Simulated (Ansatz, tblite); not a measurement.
**Hf₂Cl₈: removing and adding an electron**

What does removing or adding an electron cost or gain for Hf₂Cl₈? Each charged state is run at several levels.

Method: as each input shows; program: Ansatz 0.2.0, Gaussian basis.

Plan: charge +1 doublet, at the geometry of the singlet (PBE0-D4/def2-TZVP, PBE-D4/def2-TZVP); charge -1 doublet, at the geometry of the singlet (PBE0-D4/def2-TZVP, PBE-D4/def2-TZVP); the starting singlet's energies come from earlier runs.

4 further runs of the same task are left out: 2 that didn't finish, 2 set aside as unsound or not needed.

### Step 1. The relaxed structure

The singlet was relaxed beforehand with r2SCAN-D4/def2-SVP.

10 atoms, charge 0, spin multiplicity 1.

Atoms are counted from 1 here; the program's logs count them from 0.

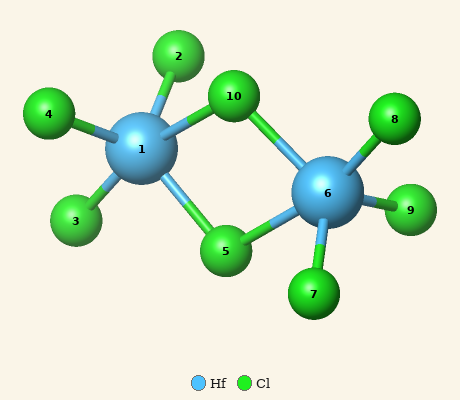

The structure; hafnium blue, chlorine green; atoms are numbered from 1 in the order of the file.

Hf takes a core potential in the def2 sets. No spin-orbit coupling is included.

### Step 2. Charge +1 doublet at the fixed geometry, PBE0-D4/def2-TZVP

in.yaml

```yaml
crystal:
  periodic: [false, false, false]
  atoms:
    - {symbol: Hf, position_ang: [0.516302, 0.605460, 1.895875]}
    - {symbol: Cl, position_ang: [2.224993, -0.894080, 2.406649]}
    - {symbol: Cl, position_ang: [1.464205, 2.611753, 2.620440]}
    - {symbol: Cl, position_ang: [-1.290354, 0.465004, 3.367352]}
    - {symbol: Cl, position_ang: [0.363416, 1.513484, -0.435762]}
    - {symbol: Hf, position_ang: [-0.552456, -0.589415, -1.889475]}
    - {symbol: Cl, position_ang: [-2.095507, 0.886260, -2.833265]}
    - {symbol: Cl, position_ang: [-1.439488, -2.622028, -2.615440]}
    - {symbol: Cl, position_ang: [1.497095, -0.602135, -3.000944]}
    - {symbol: Cl, position_ang: [-0.688206, -1.374303, 0.484581]}
basis:
  gaussian: {orbitals: def2-TZVP}
total_charge: 1
magnetization: {spin_polarized: true, initial_magnetization: 1}
hamiltonian: {xc: pbe0, dispersion: d4}
scf: {omitted_lower_state_checks: [starts]}
output: {orbitals: {seedname: orbitals}}
```

Run with:

```bash
> ansatz run in.yaml --threads 4 --pin off --events-out ev --progress --plain --max-ram 6963MiB
```

The program printed:

```text
Functional definition: PBE0
  name "PBE0"
  cite "Adamo & Barone, J. Chem. Phys. 110, 6158 (1999) doi:10.1063/1.478522"
  cite "Perdew, Burke & Ernzerhof, Phys. Rev. Lett. 77, 3865 (1996) doi:10.1103/PhysRevLett.77.3865"
  parent pbe
  parameter a = 0.25
  parameter kappa = 0.804
  parameter beta = 0.06672455060314922
  exchange = (1 - a)*pbe_x(kappa = kappa, mu = beta*pi^2/3) + a*exact_x
  correlation = pbe_c(beta = beta)
these checks for a lower state are left out or cut short: starts
2930 factors; their error is unknown
the host lacks memory for fits, so the integrals are decomposed
2406 factors; integrals over basis functions are off by at most 9.9e-4 eV
mean field evaluation 1: about -102768.1182 eV, gradient 2.7e1 eV
mean field evaluation 2: about -102762.1675 eV, gradient 4.4e1 eV
mean field evaluation 4: about -102770.5156 eV, gradient 1.1e1 eV
mean field evaluation 8: about -102771.4870 eV, gradient 5.6e-1 eV
mean field evaluation 16: about -102771.6820 eV, gradient 9.2e-2 eV
mean field -102771.68399598 eV, -3776.7897257028 hartree, gradient 3.9e-6 eV, S^2 0.757733; 0 other end points of the search recorded, 0 dependent functions left out
reference -102771.68404354 eV, -3776.7897274507 hartree; 80, 79 occupied and 296, 297 virtual orbitals, 2406 factors
Total energy: -102772.21998782 eV, -3776.8094230396 hartree
Checks for a lower state left out: starts
```

Wall time 2.6 min (4 threads of Intel Xeon at 2.50GHz, shared host); peak memory 2.9 GiB.

HOMO -12.96 eV, LUMO -12.31 eV (over both spins); ⟨S²⟩ 0.758 (pure: 0.75).

### Step 3. Charge +1 doublet at the fixed geometry, PBE-D4/def2-TZVP

start.molden holds the orbitals of an earlier run on this state, given as this run's starting guess.

in.yaml: that of step 2 with these lines changed.

```diff
@@ -14,6 +14,6 @@
 basis:
-  gaussian: {orbitals: def2-TZVP}
+  gaussian: {orbitals: def2-TZVP, initial_orbitals: start.molden}
 total_charge: 1
 magnetization: {spin_polarized: true, initial_magnetization: 1}
-hamiltonian: {xc: pbe0, dispersion: d4}
+hamiltonian: {xc: pbe, dispersion: d4}
 scf: {omitted_lower_state_checks: [starts]}
```

The command is unchanged.

The program printed:

```text
Functional definition: PBE
  name "PBE"
  cite "Perdew, Burke & Ernzerhof, Phys. Rev. Lett. 77, 3865 (1996) doi:10.1103/PhysRevLett.77.3865"
  parent pbe
  parameter kappa = 0.804
  parameter beta = 0.06672455060314922
  exchange = pbe_x(kappa = kappa, mu = beta*pi^2/3)
  correlation = pbe_c(beta = beta)
these checks for a lower state are left out or cut short: starts
2738 factors; their error is unknown
mean field evaluation 1: about -102766.0311 eV, gradient 1.6e1 eV
mean field evaluation 2: about -102766.3267 eV, gradient 4.3e-1 eV
mean field evaluation 4: about -102766.3182 eV, gradient 9.8e-2 eV
mean field evaluation 8: about -102766.3183 eV, gradient 2.6e-5 eV
mean field evaluation 16: about -102766.3183 eV, gradient 3.6e-6 eV
mean field -102766.31827136 eV, -3776.5925389601 hartree, gradient 3.6e-6 eV, S^2 0.752032; 0 other end points of the search recorded, 0 dependent functions left out
reference -102766.31833472 eV, -3776.5925412885 hartree; 80, 79 occupied and 296, 297 virtual orbitals, 2738 factors
Total energy: -102766.91455529 eV, -3776.6144519904 hartree
Checks for a lower state left out: starts
```

Wall time 47 s (4 threads of Intel Xeon at 2.50GHz, shared host); peak memory 1.2 GiB.

Report: HOMO -12.07 eV, LUMO -12.03 eV (over both spins); ⟨S²⟩ 0.752 (pure: 0.75).

### Step 4. Vertical ionisation energy

Charged state less starting state, singlet to doublet; the starting state's energies are those of its earlier runs.

```
            level  vertical ionisation energy (eV)     time
 PBE-D4/def2-TZVP                           +10.10     62 s
PBE0-D4/def2-TZVP                           +10.93  3.8 min
```

Times add the two runs; a level without a time comes out of a correlated run.

Beside −ε(HOMO) of the starting state:

```
            level  −ε(HOMO) (eV)  by difference (eV)  mismatch (eV)
 PBE-D4/def2-TZVP           8.12               10.10          -1.98
PBE0-D4/def2-TZVP           9.51               10.93          -1.42
```

### Step 5. Charge -1 doublet at the fixed geometry, PBE0-D4/def2-TZVP

in.yaml: that of step 3 with these lines changed.

```diff
@@ -14,6 +14,6 @@
 basis:
-  gaussian: {orbitals: def2-TZVP, initial_orbitals: start.molden}
-total_charge: 1
+  gaussian: {orbitals: def2-TZVP}
+total_charge: -1
 magnetization: {spin_polarized: true, initial_magnetization: 1}
-hamiltonian: {xc: pbe, dispersion: d4}
+hamiltonian: {xc: pbe0, dispersion: d4}
 scf: {omitted_lower_state_checks: [starts]}
```

Same command.

The program printed, cut to the lines that bear on the results:

```text
Functional definition: PBE0
  name "PBE0"
  cite "Adamo & Barone, J. Chem. Phys. 110, 6158 (1999) doi:10.1063/1.478522"
  cite "Perdew, Burke & Ernzerhof, Phys. Rev. Lett. 77, 3865 (1996) doi:10.1103/PhysRevLett.77.3865"
  parent pbe
[...]
2930 factors; their error is unknown
the host lacks memory for fits, so the integrals are decomposed
2406 factors; integrals over basis functions are off by at most 9.9e-4 eV
[...]
mean field -102784.06998433 eV, -3777.2449023791 hartree, gradient 8.4e-6 eV, S^2 0.753435; 0 other end points of the search recorded, 0 dependent functions left out
reference -102784.07003058 eV, -3777.2449040787 hartree; 81, 80 occupied and 295, 296 virtual orbitals, 2406 factors
Total energy: -102784.63904446 eV, -3777.2658149533 hartree
Checks for a lower state left out: starts
```

It took 2.8 min on 4 threads of Intel Xeon at 2.50GHz, shared host; peak memory 2.9 GiB.

HOMO -0.13 eV, LUMO 0.97 eV (over both spins); ⟨S²⟩ 0.753 (pure: 0.75).

### Step 6. Charge -1 doublet at the fixed geometry, PBE-D4/def2-TZVP

in.yaml: that of step 5 with these lines changed.

```diff
@@ -14,6 +14,6 @@
 basis:
-  gaussian: {orbitals: def2-TZVP}
+  gaussian: {orbitals: def2-TZVP, initial_orbitals: start.molden}
 total_charge: -1
 magnetization: {spin_polarized: true, initial_magnetization: 1}
-hamiltonian: {xc: pbe0, dispersion: d4}
+hamiltonian: {xc: pbe, dispersion: d4}
 scf: {omitted_lower_state_checks: [starts]}
```

Launched as before.

The program printed:

```text
Functional definition: PBE
  name "PBE"
  cite "Perdew, Burke & Ernzerhof, Phys. Rev. Lett. 77, 3865 (1996) doi:10.1103/PhysRevLett.77.3865"
  parent pbe
  parameter kappa = 0.804
  parameter beta = 0.06672455060314922
  exchange = pbe_x(kappa = kappa, mu = beta*pi^2/3)
  correlation = pbe_c(beta = beta)
these checks for a lower state are left out or cut short: starts
2738 factors; their error is unknown
mean field evaluation 1: about -102777.6263 eV, gradient 1.6e1 eV
mean field evaluation 2: about -102777.9028 eV, gradient 4.2e-1 eV
mean field evaluation 4: about -102777.8896 eV, gradient 5.7e-2 eV
mean field evaluation 8: about -102777.8896 eV, gradient 2.2e-5 eV
mean field -102777.88960826 eV, -3777.0177777478 hartree, gradient 9.4e-6 eV, S^2 0.752444; 0 other end points of the search recorded, 0 dependent functions left out
reference -102777.88967001 eV, -3777.0177800172 hartree; 81, 80 occupied and 295, 296 virtual orbitals, 2738 factors
Total energy: -102778.52261338 eV, -3777.0410402569 hartree
Checks for a lower state left out: starts
```

Run time: 87 s. Hardware: 4 threads of Intel Xeon at 2.50GHz, shared host; peak memory 2.4 GiB.

From the report: HOMO 0.55 eV, LUMO 0.64 eV (over both spins); ⟨S²⟩ 0.752 (pure: 0.75). Doubts: highest occupied level lies above zero.

### Step 7. Vertical electron affinity

Starting state less charged state (positive: the electron is bound), singlet to doublet; the starting state's energies are those of its earlier runs.

```
            level  vertical electron affinity (eV)     time
 PBE-D4/def2-TZVP                            +1.51  1.7 min
PBE0-D4/def2-TZVP                            +1.49  3.9 min
```

Times add the two runs; a level without a time comes out of a correlated run.

Beside −ε(LUMO) of the starting state:

```
            level  −ε(LUMO) (eV)  by difference (eV)  mismatch (eV)
 PBE-D4/def2-TZVP           3.53                1.51          +2.02
PBE0-D4/def2-TZVP           2.79                1.49          +1.30
```

### Step 8. Summary of results

```
                                            quantity                                 value
vertical ionisation energy, functionals in def2-TZVP  10.10 (PBE-D4) to 10.93 eV (PBE0-D4)
vertical electron affinity, functionals in def2-TZVP    1.49 (PBE0-D4) to 1.51 eV (PBE-D4)
```

What this shows: The vertical ionisation energy spans 10.10 to 10.93 eV over the functionals. −ε(HOMO) misses the level's own difference by -1.42 eV at best (PBE0-D4) and -1.98 eV at worst (PBE-D4). The vertical electron affinity spans 1.49 to 1.51 eV over the functionals. The anion's highest level lies above zero where self-interaction lifts it, so diffuse functions weigh on these values. −ε(LUMO) misses the level's own difference by +1.30 eV at best (PBE0-D4) and +2.02 eV at worst (PBE-D4). The charged states' spins were chosen beforehand and needn't be their lowest.

The anion's highest level is positive in at least one run, so there the basis alone may hold the extra electron.
